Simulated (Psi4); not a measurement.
# C2H5B (SMILES [H]B([H])C=C) at r2SCAN/cc-pCVDZ (sweep point 2)

Aim: the vertical electron affinity of C2H5B at r2SCAN/cc-pCVDZ (sweep point 2), from 2 runs. The job is set up through a Python script.

Program for the calculation: Psi4 1.11.

## (1) The structure to begin with

C2H5B has 8 atoms, charge 0, and is taken as a singlet. SMILES: `[H]B([H])C=C`. The shape is that of a GFN2-xTB optimisation.

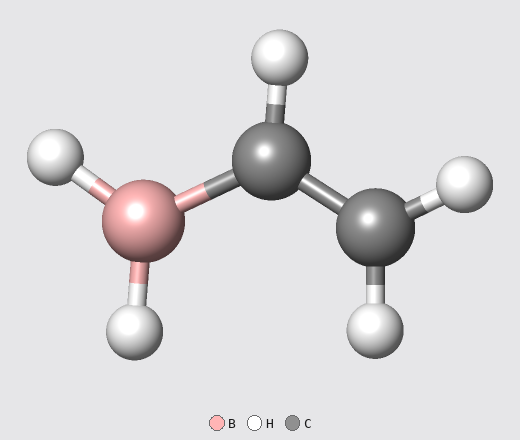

The structure, seen from a chosen angle (boron pink, hydrogen white, carbon grey).

## (2) The energy at r2SCAN/cc-pCVDZ (sweep point 2)

job.py

```python
import psi4

psi4.set_memory('1600 MB')
psi4.set_num_threads(1)
psi4.set_output_file('output.dat', False)

mol = psi4.geometry("""
B      0.680050     1.043480    -0.404910
H      1.352050     1.364190    -1.305900
H      0.485750     1.790660     0.473180
C      0.051370    -0.365260    -0.363800
C     -0.714000    -0.804010     0.637680
H      0.229140    -1.057580    -1.181160
H     -0.937570    -0.177460     1.486850
H     -1.146770    -1.794020     0.658070
symmetry c1
""")

psi4.set_options({
    'puream': True,
    'scf_type': 'pk',
    'dft_radial_points': 99,
    'dft_spherical_points': 590,
})

e = psi4.energy("r2scan/cc-pCVDZ", molecule=mol)
print(f'total energy {e:.8f} hartree = {e * 27.211386:.5f} eV')
```

The run is started by

```console
$ python job.py
```

output.dat, cut to the lines that bear on the results:

```text
[...]
  Running in c1 symmetry.
[...]
  Nuclear repulsion =   58.129024850213071
[...]
  Multiplicity = 1
[...]
  Nalpha       = 11
  Nbeta        = 11
[...]
    Number of basis functions: 79
[...]
   @RKS iter   1:  -103.69727160764454   -4.03569e-01   8.21096e-03 ADIIS/DIIS
[...]
   @RKS iter   9:  -103.95203808274127   -6.53637e-09   1.36610e-07 DIIS
[...]
    Orbital Energies [Eh]
    ---------------------
    Doubly Occupied:
       1A    -10.067653     2A    -10.034429     3A     -6.625576
       4A     -0.741670     5A     -0.561359     6A     -0.469262
       7A     -0.423872     8A     -0.371730     9A     -0.300089
      10A     -0.293056    11A     -0.276941
[...]
  @RKS Final Energy:  -103.95203808274127
   => Energetics <=
    Nuclear Repulsion Energy =             58.1290248502130709
    One-Electron Energy =                -252.8856972399012193
    Two-Electron Energy =                 107.4896282032678414
    DFT Exchange-Correlation Energy =     -16.6849938963209539
    Empirical Dispersion Energy =           0.0000000000000000
    VV10 Nonlocal Energy =                  0.0000000000000000
    Total Energy =                       -103.9520380827412680
[...]
 Multipole Moments:
 ------------------------------------------------------------------------------------
     Multipole            Electronic (a.u.)      Nuclear  (a.u.)        Total (a.u.)
 ------------------------------------------------------------------------------------
 L = 1.  Multiply by 2.5417464519 to convert [e a0] to [Debye]
 Dipole X            :          0.3500332           -0.6198884           -0.2698552
 Dipole Y            :          0.2428974           -0.6519094           -0.4090120
 Dipole Z            :         -0.4438844            0.6058702            0.1619858
 Magnitude           :                                                    0.5160930
[...]
```

The script printed:

```text
total energy -103.95203808 hartree = -2828.67903 eV
```

Run time: 28 s. Hardware: 1 thread of Intel Xeon Platinum 8488C (Sapphire Rapids), shared host; peak memory 1 GiB.

## (3) The doublet anion

run.py

```python
import psi4

psi4.set_memory('1600 MB')
psi4.set_num_threads(1)
psi4.set_output_file('run.log', False)

molecule = psi4.geometry("""
-1 2
B      0.680050     1.043480    -0.404910
H      1.352050     1.364190    -1.305900
H      0.485750     1.790660     0.473180
C      0.051370    -0.365260    -0.363800
C     -0.714000    -0.804010     0.637680
H      0.229140    -1.057580    -1.181160
H     -0.937570    -0.177460     1.486850
H     -1.146770    -1.794020     0.658070
symmetry c1
""")

psi4.set_options({
    'basis': 'cc-pCVDZ',
    'reference': 'uks',
    'puream': True,
    'scf_type': 'pk',
    'dft_radial_points': 99,
    'dft_spherical_points': 590,
    'maxiter': 150,
})

energy_value = psi4.energy('R2SCAN', molecule=molecule)
print(f'R2SCAN energy: {energy_value:.10f} Eh')
```

The run is started by

```console
$ python run.py
```

run.log, cut to the lines that bear on the results:

```text
[...]
  Running in c1 symmetry.
[...]
  Nuclear repulsion =   58.129024850213071
[...]
  Multiplicity = 2
[...]
  Nalpha       = 12
  Nbeta        = 11
[...]
    Number of basis functions: 79
[...]
   @UKS iter   1:  -103.47362730792217   -1.79925e-01   1.09094e-02 ADIIS/DIIS
[...]
   @UKS iter  11:  -103.95489305765038   -3.12425e-08   4.36136e-07 DIIS
[...]
   @S^2 Observed:                7.721044392E-01
[...]
    Orbital Energies [Eh]
    ---------------------
    Alpha Occupied:
       1A     -9.812573     2A     -9.796590     3A     -6.343696
       4A     -0.503541     5A     -0.329314     6A     -0.235514
       7A     -0.190879     8A     -0.139486     9A     -0.056988
      10A     -0.054452    11A     -0.048984    12A      0.100759
    Alpha Virtual:
      13A      0.240349    14A      0.266126    15A      0.293205
      16A      0.329622    17A      0.354097    18A      0.394354
      19A      0.415533    20A      0.465889    21A      0.522626
      22A      0.537318    23A      0.570072    24A      0.624260
      25A      0.682738    26A      0.701067    27A      0.722207
[...]
  @UKS Final Energy:  -103.95489305765038
   => Energetics <=
    Nuclear Repulsion Energy =             58.1290248502130709
    One-Electron Energy =                -258.2175703837417018
    Two-Electron Energy =                 113.0807800772795133
    DFT Exchange-Correlation Energy =     -16.9471276014012489
    Empirical Dispersion Energy =           0.0000000000000000
    VV10 Nonlocal Energy =                  0.0000000000000000
    Total Energy =                       -103.9548930576503807
[...]
 Multipole Moments:
 ------------------------------------------------------------------------------------
     Multipole            Electronic (a.u.)      Nuclear  (a.u.)        Total (a.u.)
 ------------------------------------------------------------------------------------
 L = 1.  Multiply by 2.5417464519 to convert [e a0] to [Debye]
 Dipole X            :         -0.0157276           -0.6198884           -0.6356160
 Dipole Y            :         -0.4741315           -0.6519094           -1.1260409
 Dipole Z            :         -0.3392695            0.6058702            0.2666007
 Magnitude           :                                                    1.3202469
[...]
```

On the terminal:

```text
R2SCAN energy: -103.9548930577 Eh
```

Run time: 53 s. Hardware: 1 thread of Intel Xeon Platinum 8488C (Sapphire Rapids), shared host; peak memory 1.1 GiB.

## (4) Results

Level: r2SCAN/cc-pCVDZ (sweep point 2).

| quantity | value |
| --- | --- |
| singlet C2H5B: total energy | -103.95204 Eh |
| singlet C2H5B: dipole moment | 1.31 D |
| singlet C2H5B: HOMO energy | -7.54 eV |
| singlet C2H5B: LUMO energy | -2.72 eV |
| singlet C2H5B: HOMO–LUMO gap | 4.82 eV |
| doublet anion: total energy | -103.95489 Eh |
| doublet anion: HOMO energy (highest over α and β) | 2.74 eV |
| doublet anion: LUMO energy (lowest over α and β) | 4.72 eV |
| doublet anion: ⟨S²⟩ | 0.772 |
| vertical electron affinity (to the doublet anion) | 0.078 eV |

**Reading.** At fixed nuclei the extra electron is bound by 0.08 eV (1.8 kcal/mol). The basis has no diffuse functions, so the error can be as large as this value. The HOMO (doublet anion) lies at positive energy, 2.74 eV, as semi-local functionals often give for anions; only total energies tell whether the electron is bound.
